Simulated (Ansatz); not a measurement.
Electronic density of states of amorphous Si$_{12}$B$_{24}$N$_{40}$, density 2.10 g/cm³, on a 2×2×2 Γ-centred mesh with a Gaussian width of 0.1 eV; energies count from the Fermi level, whose place inside the gap is arbitrary. Cell and mesh are small, so fine structure isn't converged. All values below come from PBE, scalar-relativistic without spin-orbit coupling (plane waves to 420 eV, PAW; Ansatz, a program for electronic structure). Sampling: a 2×2×2 Γ-centred mesh; Fermi-Dirac width 0.02 eV; no spin polarisation. At PBE the levels at the filled edge of the gap are localised (band-tail or defect states), and the nearest spread-out levels lie 3.1 eV apart at the zone centre.

A CHGNet melt-quench gave the starting glass, which DFT then relaxed. N atoms were pushed apart under 1.9 Å during the dynamics, to hinder bonds among them. The hot cell started wider than the set density and was brought back towards it in steps. It is the lowest in DFT energy of 2 quenches. It is a model cell: composition and starting density were chosen by hand, and all elements were melted together. No dispersion term was used. Its density started from a set value of 2.10 and ended at 2.10 g/cm³. Cooling (nominally 760 K/ps over its main leg) ran many orders faster than in experiment, which tends to leave more defects and strain. One small periodic cell is one sample of the glass; other quenches scatter about these values. The volume was held where the preparation left it, at a PBE pressure of 0.7 GPa. Stress components on the final sampling reach 2.8 GPa.

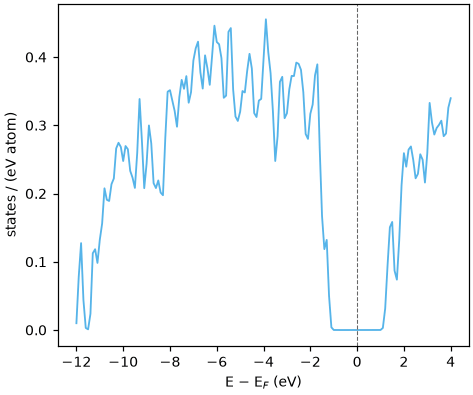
Figure. Density of states per atom

The level gap on this mesh is 2.54 eV; the broadening fills part of it in the curve.
